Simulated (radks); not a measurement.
# Run report: Os⁸⁺, atomic calculation

The Os⁸⁺ ion in the configuration [Xe] 4f13 5d1 (high spin). Computed at this level: scalar-relativistic Kohn-Sham, r2SCAN, spin-polarised, spherical densities, finite nucleus (the in-house radial solver radks).

**The program's output**
```
1s      1   1.0000       -2722.21688982
2s      1   1.0000        -479.17735853
2p      1   3.0000        -417.82814624
3s      1   1.0000        -115.70779441
3p      1   3.0000         -97.61053377
3d      1   5.0000         -77.34343685
4s      1   1.0000         -28.47765806
4p      1   3.0000         -22.49588121
4d      1   5.0000         -15.03116738
4f      1   7.0000          -6.73347209
5s      1   1.0000          -7.87082298
5p      1   3.0000          -6.21177547
5d      1   1.0000          -4.14429181
1s      2   1.0000       -2722.21714366
2s      2   1.0000        -479.17101753
2p      2   3.0000        -417.82307289
3s      2   1.0000        -115.67337261
3p      2   3.0000         -97.57534562
3d      2   5.0000         -77.31409918
4s      2   1.0000         -28.41498235
4p      2   3.0000         -22.43561764
4d      2   5.0000         -14.97079962
4f      2   6.0000          -6.67007958
5s      2   1.0000          -7.81605246
5p      2   3.0000          -6.15193377
5d      2   0.0000          -4.06940876
Etot -17235.289630468927
Ekin 19099.224085938935
Encl -42383.07842575159
Eh 6382.543319564407
Exc -333.97861022067895
err 9.197852946792502e-07
it 11
```

**Slater integrals of the outer shells (hartree)**

| integral | value |
| --- | --- |
| F0(5d,5d) | 0.6878 |
| F2(5d,5d) | 0.3708 |
| F4(5d,5d) | 0.2524 |
| F0(5d,5p) | 0.7467 |
| F2(5d,5p) | 0.3910 |
| G1(5d,5p) | 0.4799 |
| G3(5d,5p) | 0.3029 |
| F0(5d,4f) | 0.8633 |

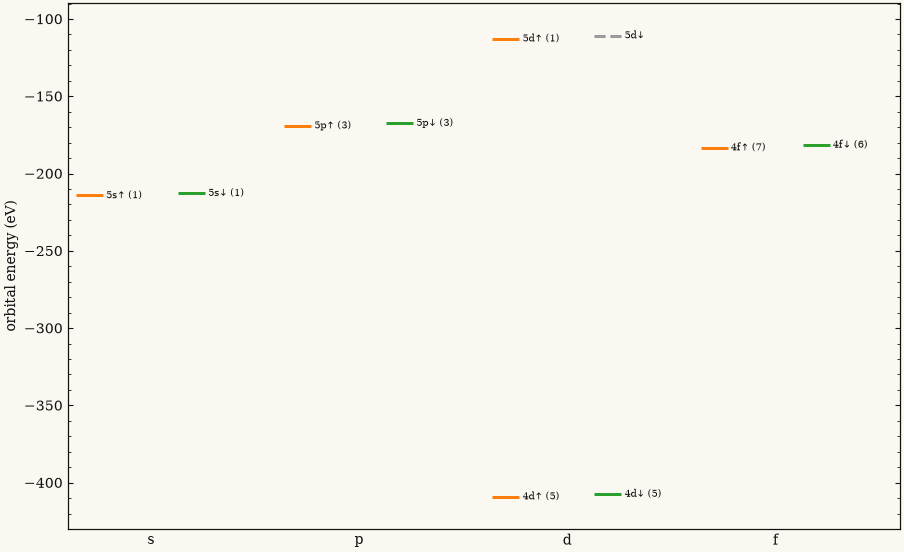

**Figure 1.** The outer levels are drawn (occupations in brackets, up spins at the left of each column and down spins at the right, empty levels dashed). The highest occupied level is 5d up at −112.8 eV. The highest 3 occupied levels, from the top down, are 5d up (−112.8 eV), 5p down (−167.4 eV), 5p up (−169.0 eV). The lowest empty level drawn is 5d down at −110.7 eV. The largest exchange splitting (down less up) among the shells drawn in both spins is that of 5d, 2.04 eV. The open 4f shell lies under a filled one.

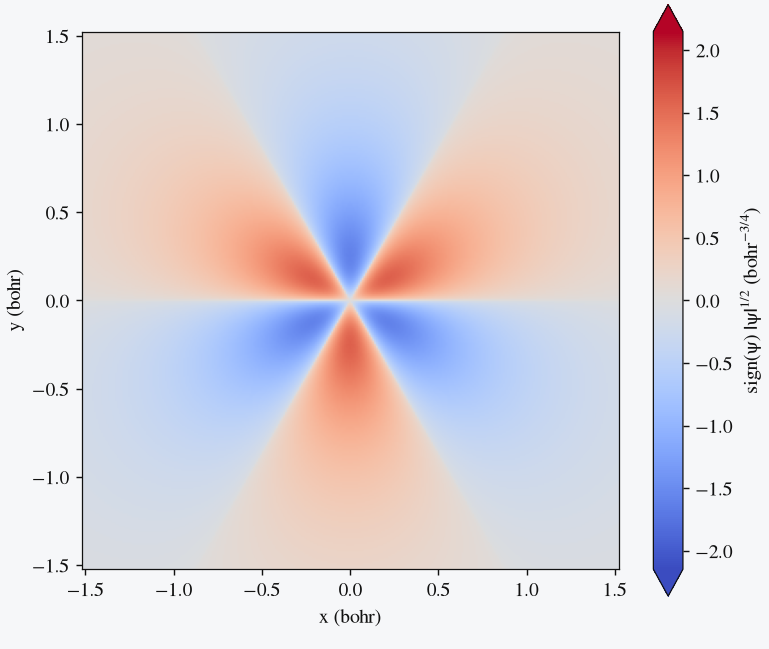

**Figure 2.** One occupied orbital of up spin is shown. In the xy plane through the nucleus, the colour gives the signed square root of ψ. The radial function comes from the spherical calculation and is multiplied by a real spherical harmonic; the overall sign is chosen so that the largest lobe of P(r) is positive; at the scalar-relativistic level it is the large component. It is 4f(y(3x²−y²)) of up spin. It has three nodal planes that hold the z axis and no radial node. The maximum of P² lies at 0.403 bohr, ⟨r⟩ = 0.536 bohr, 90 % of the charge lies within 0.864 bohr, and the eigenvalue is −183.2 eV, with 7 electrons in the shell for this spin.

**Input file**
```
Z 76
configuration [Xe] 4f13 5d1
relativity scalar-relativistic
functional r2scan,r2scan
spin polarised
nucleus finite rms 5.4126 fm
c 137.035999084
```

Energies in input and log are in hartree, lengths in bohr (the nuclear radius in fm).

**Results in brief**

| quantity | value |
| --- | --- |
| outcome | converged |
| total energy | −17235.2896 hartree |
| kinetic energy | 19099.2241 hartree |
| electron–nucleus energy | −42383.0784 hartree |
| Hartree energy | 6382.5433 hartree |
| exchange–correlation energy | −333.978610 hartree |
| radius at density 0.001 e/bohr³ | 2.51 bohr |
| SCF iterations | 11 |
| hardware | 1 CPU thread, shared host |
